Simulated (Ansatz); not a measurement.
C2H11BFNSi

Input file:

```
crystal:
  periodic: [false, false, false]
  atoms:
    - {symbol: C, position_ang: [-0.511042, -0.668474, -1.597032]}
    - {symbol: B, position_ang: [-0.068095, -0.644246, -0.056955]}
    - {symbol: C, position_ang: [1.066409, -1.677697, 0.397506]}
    - {symbol: F, position_ang: [-1.194156, -0.661673, 0.823724]}
    - {symbol: N, position_ang: [0.517131, 0.912009, 0.253019]}
    - {symbol: Si, position_ang: [-0.817110, 1.905495, 0.961658]}
    - {symbol: H, position_ang: [-0.994136, -1.622871, -1.826706]}
    - {symbol: H, position_ang: [0.336961, -0.574921, -2.285370]}
    - {symbol: H, position_ang: [-1.235577, 0.114945, -1.850608]}
    - {symbol: H, position_ang: [1.989762, -1.579193, -0.184692]}
    - {symbol: H, position_ang: [1.326896, -1.575598, 1.458603]}
    - {symbol: H, position_ang: [0.718682, -2.705946, 0.260109]}
    - {symbol: H, position_ang: [1.300059, 0.845577, 0.898636]}
    - {symbol: H, position_ang: [0.880467, 1.317408, -0.604447]}
    - {symbol: H, position_ang: [-2.004953, 1.804916, 0.097080]}
    - {symbol: H, position_ang: [-1.017136, 1.503278, 2.364747]}
    - {symbol: H, position_ang: [-0.313060, 3.306593, 0.930928]}
basis:
  gaussian: {orbitals: def2-TZVPP}
hamiltonian: {xc: pbe0, dispersion: d4}
output: {orbitals: {seedname: orbitals}}
```

Run with:

```sh
ansatz run in.yaml --threads 4 --pin off --events-out ev --progress --plain --max-ram 11315MiB
```

Geometry: PBE0-D4/def2-TZVP.

These are results of RKS PBE0-D4/def2-TZVPP (Ansatz 0.2.0), not measurements.

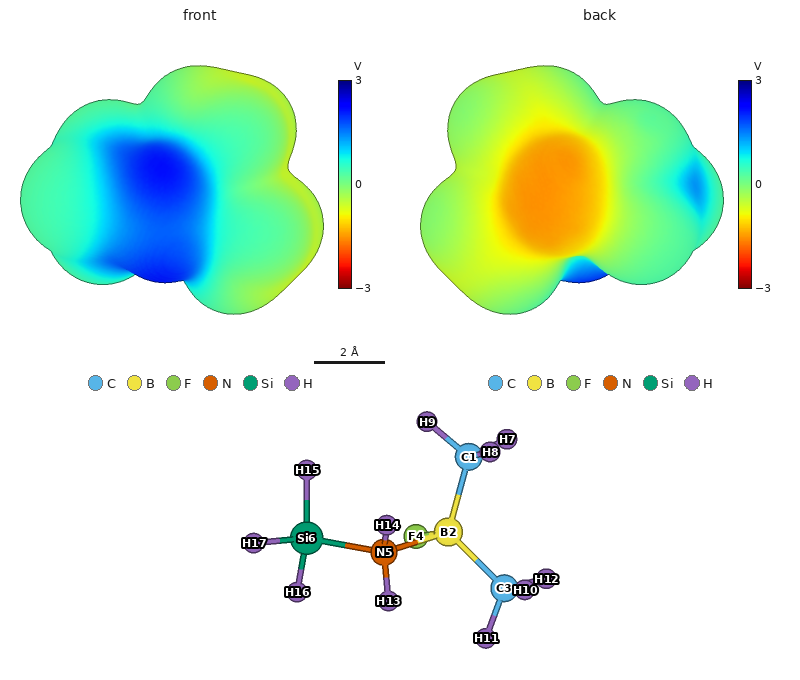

Figure 1. The electrostatic potential painted on the density surface at 0.001 e/bohr³, seen from the front and from behind; the colour scale runs from red (negative) to blue (positive). The bare structure is drawn below in the same view.

### Where is the surface potential most negative and most positive?

The most negative region (about −1.5 V, or −35 kcal/mol for a unit charge) lies over F4, the most positive (about +2.1 V, or +48 kcal/mol for a unit charge) over H13 and H14.

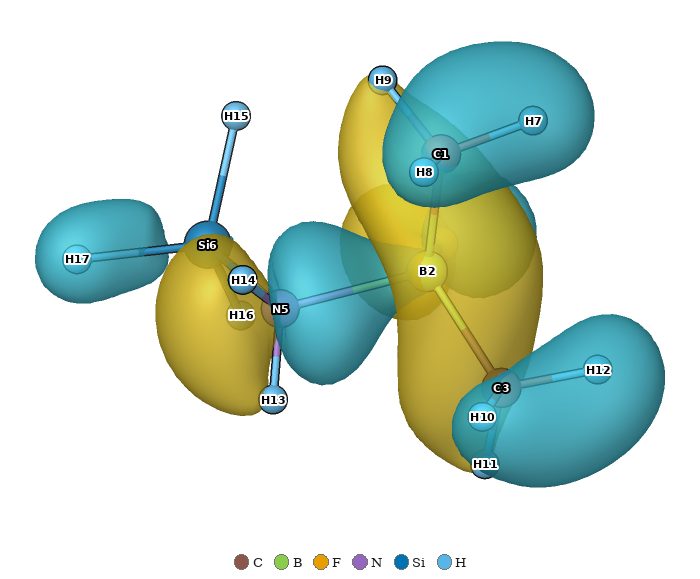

Figure 2. The HOMO−1 at ±0.08 Å⁻³ᐟ² (yellow and cyan are the two phases), seen at an oblique angle.

### Where does this orbital lie, and at what energy?

Its weight (Hirshfeld) is mainly on N5 (about 20 %), C3 (about 15 %), C1 (about 15 %), B2 (about 15 %) and F4 (about 15 %). Its energy is −8.60 eV.
